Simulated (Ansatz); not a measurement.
# [PH4]+ (phosphonium) at 6 levels

Aim: a comparison of 6 runs (BLYP/6-31G, PBE0/6-31G, UMP2/3-21G, BCCD(T)/3-21G, CCSD/3-21G, UCCSD(T)/6-31G) of [PH4]+ (phosphonium). 

The calculation is run with Ansatz 0.2.0.

## Step 1: The system as given

[PH4]+ has 5 atoms, charge +1, and is taken as a singlet. SMILES: `[PH4+]`. The H3–P1 distance was set to 3.438 Å, away from the relaxed value. At this shape a bond of the SMILES string is far longer than usual.

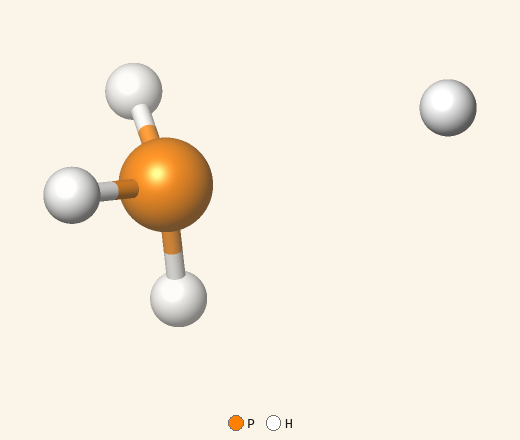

Viewed from a chosen angle; phosphorus orange, hydrogen white.

## Step 2: The energy at BLYP/6-31G (run 1)

File job.yaml:

```yaml
basis:
  gaussian:
    orbitals: 6-31G
crystal:
  periodic: [false, false, false]
  atoms:
    - {symbol: P, position_ang: [0.925931, 1.524077, -1.036391]}
    - {symbol: H, position_ang: [2.283411, 1.462747, -0.825991]}
    - {symbol: H, position_ang: [-0.617320, -1.016050, 0.691010]}
    - {symbol: H, position_ang: [0.664091, 1.390327, -2.379781]}
    - {symbol: H, position_ang: [0.447701, 2.735217, -0.594611]}
accuracy: high
hamiltonian:
  xc: {name: BLYP}
total_charge: 1
magnetization:
  spin_polarized: false
  initial_magnetization: 0
```

Started as:

```console
ansatz run job.yaml --threads 1 --pin off --max-ram 2610MiB --events-out events.jsonl --progress --plain --runs-dir runs
```

Standard output:

```text
Warning: RAYON_NUM_THREADS=1 ignored (pool sized by the plan → 1); use --threads N
Functional definition: BLYP
  name "BLYP"
  parameter beta = 0.0042
  parameter a = 0.04918
  parameter b = 0.132
  parameter c = 0.2533
  parameter d = 0.349
  exchange = b88_x(beta = beta)
  correlation = lyp_c(a = a, b = b, c = c, d = d)
461 factors; integrals over basis functions are off by at most 4.1e-9 eV
mean field evaluation 1: about -9332.2438 eV, gradient 2.9e1 eV
mean field evaluation 2: about -9317.0950 eV, gradient 5.2e1 eV
mean field evaluation 4: about -9323.9738 eV, gradient 3.2e1 eV
mean field evaluation 8: about -9336.5499 eV, gradient 8.8e0 eV
mean field evaluation 16: about -9339.1493 eV, gradient 1.7e-7 eV
mean field -9339.14930748 eV, -343.2074067472 hartree, gradient 1.2e-8 eV, S^2 0.000000; 0 other end points of the search recorded, 0 dependent functions left out
reference -9339.14935522 eV, -343.2074085016 hartree; 9, 9 occupied and 12, 12 virtual orbitals, 461 factors
Total energy: -9339.14935522 eV, -343.2074085016 hartree
```

Run time: 0.89 s. Hardware: 1 thread of AMD EPYC 7R43 (Zen 3), shared host; peak memory 0.1 GiB.

## Step 3: The energy at PBE0/6-31G (run 2)

File in.yaml:

```yaml
crystal:
  periodic: [false, false, false]
  atoms:
    - {symbol: P, position_ang: [0.925931, 1.524077, -1.036391]}
    - {symbol: H, position_ang: [2.283411, 1.462747, -0.825991]}
    - {symbol: H, position_ang: [-0.617320, -1.016050, 0.691010]}
    - {symbol: H, position_ang: [0.664091, 1.390327, -2.379781]}
    - {symbol: H, position_ang: [0.447701, 2.735217, -0.594611]}
basis:
  gaussian:
    orbitals: 6-31G
total_charge: 1
accuracy: high
hamiltonian:
  xc: pbe0
```

Started as:

```console
ansatz run in.yaml --threads 1 --pin off --max-ram 2610MiB --events-out events.jsonl --progress --plain --runs-dir runs
```

Standard output:

```text
Warning: RAYON_NUM_THREADS=1 ignored (pool sized by the plan → 1); use --threads N
Functional definition: PBE0
  name "PBE0"
  parameter a = 0.25
  parameter kappa = 0.804
  parameter beta = 0.06672455060314922
  exchange = (1 - a)*pbe_x(kappa = kappa, mu = beta*pi^2/3) + a*exact_x
  correlation = pbe_c(beta = beta)
461 factors; integrals over basis functions are off by at most 4.1e-9 eV
mean field evaluation 1: about -9330.0436 eV, gradient 2.4e1 eV
mean field evaluation 2: about -9317.0644 eV, gradient 4.3e1 eV
mean field evaluation 4: about -9323.6078 eV, gradient 3.2e1 eV
mean field evaluation 8: about -9332.8446 eV, gradient 8.6e0 eV
mean field evaluation 16: about -9335.0569 eV, gradient 3.1e-7 eV
mean field -9335.05689935 eV, -343.0570135225 hartree, gradient 1.2e-8 eV, S^2 0.000000; 0 other end points of the search recorded, 0 dependent functions left out
reference -9335.05690142 eV, -343.0570135983 hartree; 9, 9 occupied and 12, 12 virtual orbitals, 461 factors
Total energy: -9335.05690142 eV, -343.0570135983 hartree
```

Wall time 0.81 s (1 thread of AMD EPYC 7R43 (Zen 3), shared host); peak memory 0.1 GiB.

Runs 3 to 5 aren't shown in full; the table further down has their settings and results.

## Step 4: The energy at UCCSD(T)/6-31G (run 6)

File run.yaml:

```yaml
crystal:
  periodic: [false, false, false]
  atoms:
    - {symbol: P, position_ang: [0.925931, 1.524077, -1.036391]}
    - {symbol: H, position_ang: [2.283411, 1.462747, -0.825991]}
    - {symbol: H, position_ang: [-0.617320, -1.016050, 0.691010]}
    - {symbol: H, position_ang: [0.664091, 1.390327, -2.379781]}
    - {symbol: H, position_ang: [0.447701, 2.735217, -0.594611]}
basis:
  gaussian:
    orbitals: 6-31G
total_charge: 1
magnetization:
  spin_polarized: true
  initial_magnetization: 0
correlation:
  method: ccsd_t
  frozen_orbitals: {H: 0, P: 5}
accuracy: high
scf:
  omitted_lower_state_checks: [cluster_reference, increment]
```

Started as:

```console
ansatz run run.yaml --threads 1 --pin off --max-ram 2610MiB --events-out events.jsonl --progress --plain --runs-dir runs
```

Standard output:

```text
Warning: RAYON_NUM_THREADS=1 ignored (pool sized by the plan → 1); use --threads N
[... 13 lines left out ...]
5 core orbitals not correlated: weight in the atoms' cores, before any rotation towards them, 1.000 or more for the frozen orbitals, at most 0.000 for the correlated occupied ones
[... 31 lines left out ...]
Total energy: -9323.95756081 eV, -342.6491203542 hartree
Checks for a lower state left out: cluster_reference, increment
```

Run time: 0.41 s. Hardware: 1 thread of AMD EPYC 7R43 (Zen 3), shared host.

## Step 5: All runs side by side

```
run           level  frozen core orbitals  energy (Eh)  wall time
  1      BLYP/6-31G                     –  -343.207409     0.89 s
  2      PBE0/6-31G                     –  -343.057014     0.81 s
  3      UMP2/3-21G                     5  -340.933772      0.2 s
  4   BCCD(T)/3-21G                     5  -340.957168     0.24 s
  5      CCSD/3-21G                     5  -340.950262     0.18 s
  6  UCCSD(T)/6-31G                     5  -342.649120     0.41 s
```

## Step 6: Outcome

```
                                          quantity          value
                               run 6: total energy  -342.64912 Eh
run 6: correlation energy (5 core orbitals frozen)      -71.4 mEh
                             run 6: (T) correction      -0.78 mEh
          run 6: ⟨S²⟩ of the reference determinant          0.988
                              run 6: T1 diagnostic          0.012
```

**Reading.** Totals of different functionals can't be ranked against each other. In run 5 the T1 diagnostic is large, so a single reference may not serve. In runs 4, 5 the log says that unrestricted orbitals would lower the reference, so the values rest on an unstable closed-shell determinant (other closed-shell runs at this shape may share the fault). Spin contamination of the reference: run 6 ⟨S²⟩ = 0.99, run 3 ⟨S²⟩ = 0.99. Where it is this large, the reference is a mixture of spin states, and values that rest on it are in doubt. All runs together took 2.7 s, the longest 0.89 s.
